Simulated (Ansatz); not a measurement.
The crystal is GaAs (F-43m).

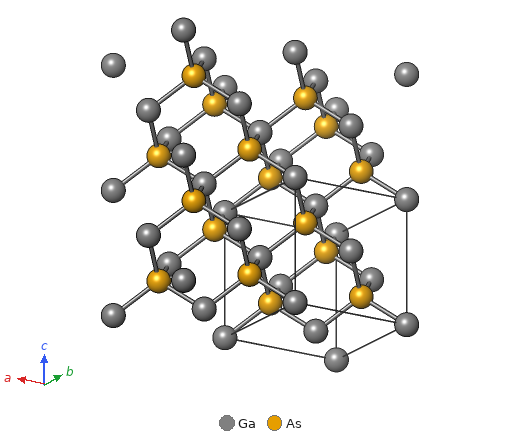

The structure (gallium grey, arsenic orange). Bonds to atoms that aren't drawn are left out. 2×1×2 conventional cells are drawn. Some periodic images of atoms are drawn too.

```
Ga As
1.0
     0.00000    2.82685    2.82685
     2.82685    0.00000    2.82685
     2.82685    2.82685    0.00000
Ga As
1 1
Direct
  0.00000 0.00000 0.00000
  0.25000 0.25000 0.25000
```

The cell and positions come from the Crystallography Open Database and are kept as given unless a step says otherwise. PAW set soft_1, made with PBE.

Gaps computed with Ansatz 0.2.0 without a self-energy: LDA 0.29 eV, PBE 0.52 eV, r2SCAN 1.02 eV and HSE06 1.47 eV.

Q: What gap should G0W0 on PBE give (6×6×6 mesh, 290 empty bands, screening to 200 eV, default PAW files)?

About 1.20 eV: on its mesh the run moves the gap from 0.52 eV by +0.68 eV. Among the scalar-relativistic levels given, r2SCAN is nearest (−0.18 eV). Bands and cutoff are finite, so the gap is not at the basis limit. The miss can reach some tenths of an eV and take either sign; the mesh is an error of its own. The 6×6×6 mesh is coarse for this cell (its supercell is 24 Å along the shortest edge). The RPA ε∞ on it, from the PBE start, is 50.14; such meshes misread the long-range screening, most where the gap is narrow. The RPA ε∞ on this mesh reaches over 25; with a narrow direct gap a coarse mesh can overstate it, and the correction is then too small. The many-body steps are scalar-relativistic: spin-orbit coupling is not in them.

[Paths, hosts, dates, memory and timing lines, banners, echoed tables and standing remarks are left out of the program output.]

[Logs are printed without paths, hosts, clocks, repeated set-up lines and the standing remarks that a program may print on its own settings, such as how far it seeks lower states.]

[Runs of the session that timed out or met a known fault of the program may be left out.]

[Cells called generated may have been cut or substituted from an entry of the Crystallography Open Database or the Materials Project.]

[Hosts, paths, dates, database ids (printed as entryN), source tags and the programs' standing remarks are cut or masked in the printed files.]
